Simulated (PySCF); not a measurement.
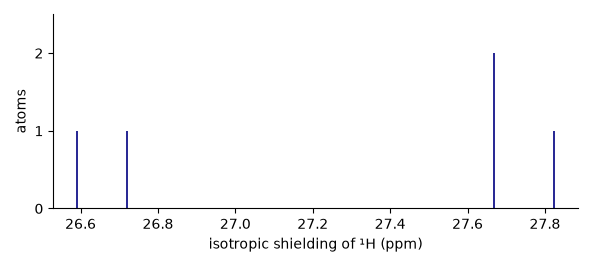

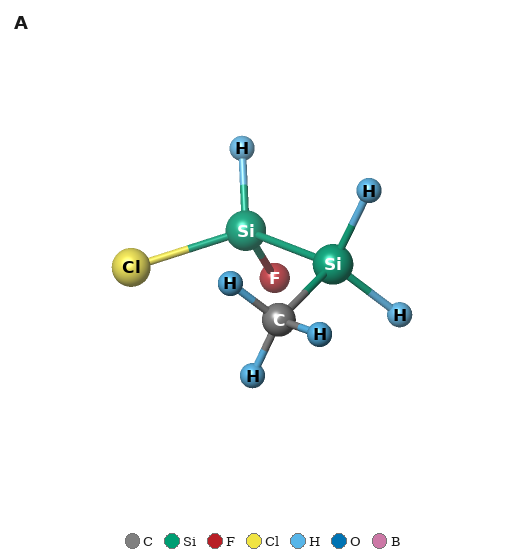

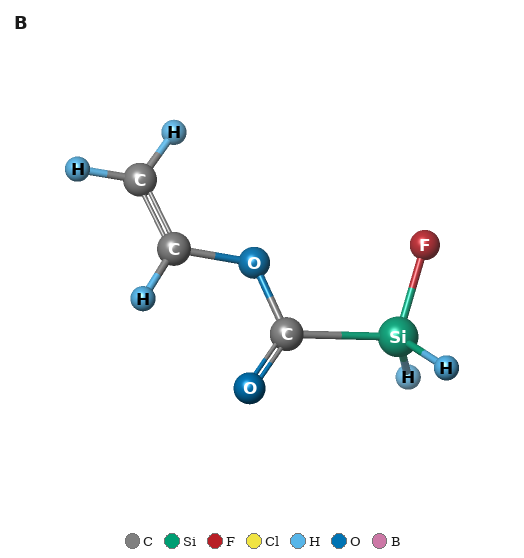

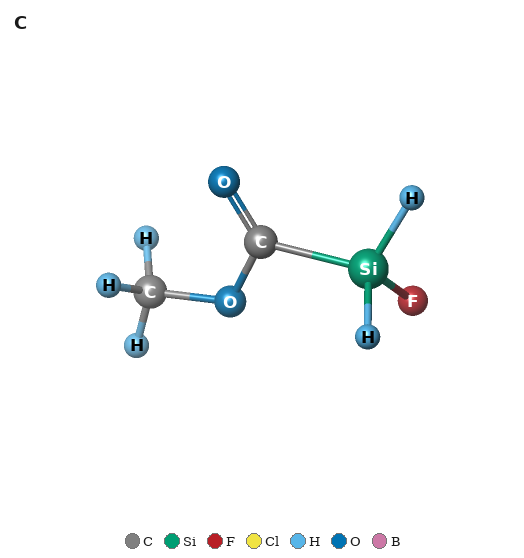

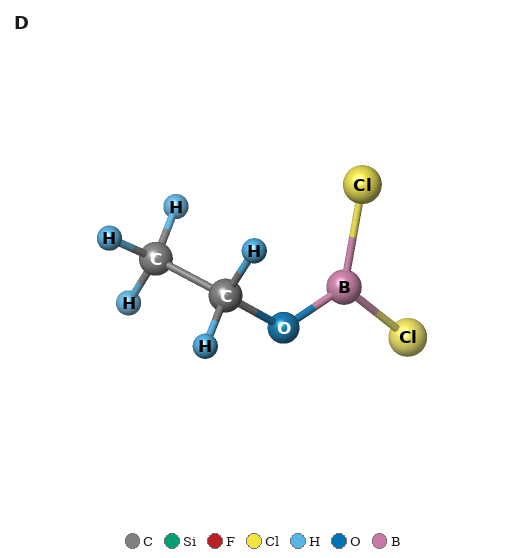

The sticks are computed shieldings of one of the molecules, for one fixed geometry (GFN2-xTB) without averaging over rotations. Low shielding means a high chemical shift. Method: GIAO PBE0/pcSseg-1 NMR shielding, non-relativistic, gas phase (PySCF 2.14.0).

> Match the spectrum to a structure.

C, `COC(=O)[SiH2]F`. Its 5 H atoms give lines at 26.59, 26.72, 27.67 (2 atoms), 27.82 ppm.

The geometry is semi-empirical. Around Si such bond lengths and angles can be off by a tenth of an ångström or more and by several degrees, and values that hang on the shape move with them.
